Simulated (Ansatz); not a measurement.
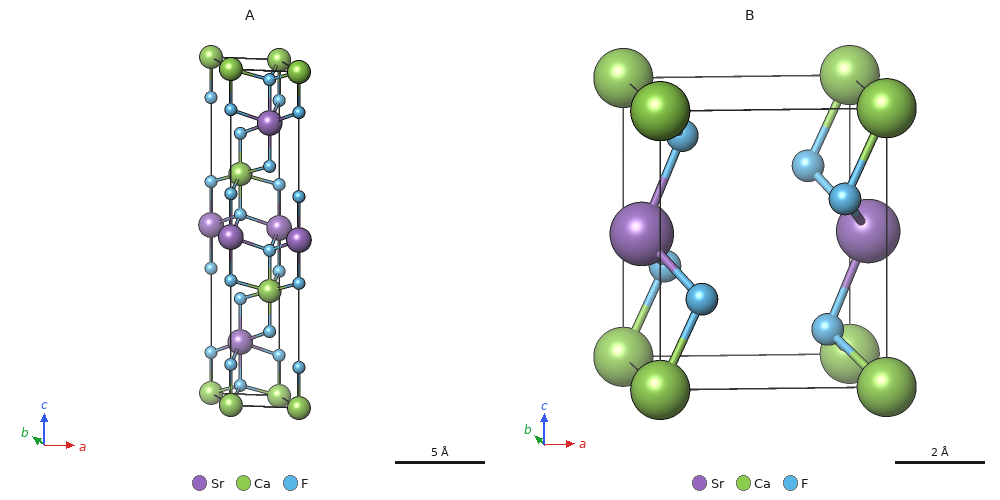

Two structures of SrCaF4, each relaxed to rest (conventional cells in solid outline, small ones repeated, not to one scale). Method: Ansatz, DFT, PBEsol, plane waves, PAW, without spin polarisation.

Which structures are these?

Answer. A: 18 atoms a cell on a rhombohedral (trigonal R) lattice, R-3m. B: 6 atoms a cell on a primitive monoclinic lattice, P2/m.

Compare their energies: which is lower?

Answer. A is lower, by 175 meV/atom at this level of theory (energies at zero smearing). Volumes: A 14.6, B 20.7 Å³/atom.

One or both may be structure types tried for this composition rather than known phases.
